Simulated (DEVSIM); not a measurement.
System: illuminated Si p-on-n cell, one wavelength, at 300 K.

```tsv
layer (left to right)	material	thickness (μm)	Nd (cm⁻³)	Na (cm⁻³)	τn (s)	τp (s)	absorption coefficient (cm⁻¹)
1	Si	0.460	-	1.6e18	2.2e-7	5.8e-7	470
2	Si	24.0	1.1e17	-	1.7e-6	1.7e-6	470
```

Left contact: ohmic, minority electron recombination velocity 20000 cm/s. Right contact: ohmic, minority hole recombination velocity 1000 cm/s. Voltage is applied to the left contact. Recombination: SRH at mid-gap, radiative, Auger. Light enters at the left, 8.2e17 photons cm⁻² s⁻¹, one pass, no reflection. Mobility is constant in doping.

The device is made up for the run: typed textbook-type constants, with dimensions and the other settings drawn at random. Values at 300 K.

```csv
parameter,Si
gap (eV),1.124
affinity (eV),4.05
permittivity,11.7
Nc (cm⁻³),2.86e19
Nv (cm⁻³),3.1e19
μn (cm²/Vs),1417
μp (cm²/Vs),470
B (cm³/s),4.7e-15
Cn (cm⁶/s),2.8e-31
Cp (cm⁶/s),9.9e-32
```

Simulated with DEVSIM: 1D drift-diffusion, Boltzmann statistics, complete ionisation; no tunnelling, impact ionisation, image-force lowering or self-heating.

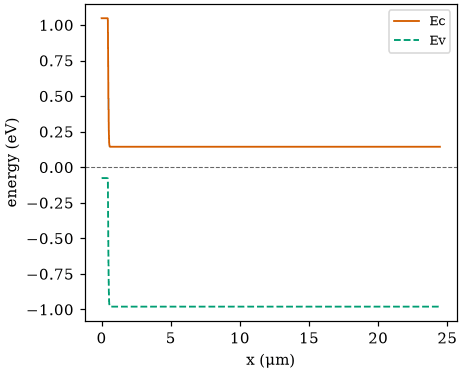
Figure: Band edges at zero bias, in the dark

Energies count from the Fermi level of the right contact; mesh points crowd at the junctions.

```
x (μm)   Ec (eV)  Ev (eV)  n (cm⁻³)  p (cm⁻³)  field (V/cm)
-------  -------  -------  --------  --------  ------------
0.000      1.047   -0.077     < 1e2    1.6e18           ≈ 0
0.02691    1.047   -0.077     < 1e2    1.6e18           ≈ 0
0.07686    1.047   -0.077     < 1e2    1.6e18           ≈ 0
0.1806     1.047   -0.077     < 1e2    1.6e18           ≈ 0
0.3584     1.047   -0.077     < 1e2    1.6e18           ≈ 0
0.4227     1.047   -0.077     < 1e2    1.6e18           ≈ 0
0.4536     1.029   -0.095       150    7.8e17        -52000
0.4881     0.566   -0.558     8.9e9    1.3e10       -120000
0.5490     0.170   -0.954    4.0e16      2900        -18000
0.6812     0.144   -0.980    1.1e17      1100           ≈ 0
0.9465     0.144   -0.980    1.1e17      1100           ≈ 0
1.850      0.144   -0.980    1.1e17      1100           ≈ 0
3.502      0.144   -0.980    1.1e17      1100           ≈ 0
7.084      0.144   -0.980    1.1e17      1100           ≈ 0
16.48      0.144   -0.980    1.1e17      1100           ≈ 0
20.64      0.144   -0.980    1.1e17      1100           ≈ 0
22.71      0.144   -0.980    1.1e17      1100           ≈ 0
23.67      0.144   -0.980    1.1e17      1100           ≈ 0
24.19      0.144   -0.980    1.1e17      1100           ≈ 0
24.34      0.144   -0.980    1.1e17      1100           ≈ 0
24.42      0.144   -0.980    1.1e17      1100           ≈ 0
24.46      0.144   -0.980    1.1e17      1100           ≈ 0
```
